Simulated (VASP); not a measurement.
Band structure of HfN (rock salt). Level of theory: LDA (Ceperley-Alder, Perdew-Zunger), VASP's LDA PAW potentials (set 64) (plane waves; VASP).

Unless said otherwise, spin-orbit coupling is left out, though it shifts the bands of the heavy elements here.

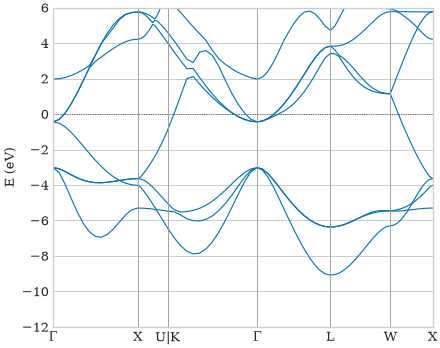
Bands along high-symmetry lines, zero at the valence-band maximum or, without a gap, the Fermi level

Read the plot: is there a gap, and where are the band edges?

It has no gap at this level: it comes out as a metal or semimetal. (Edges off the drawn lines would not show.)

The compound is HfN in the rock salt structure. It was relaxed first. The electron count is odd and the run is not spin-polarised, which forces a metal.
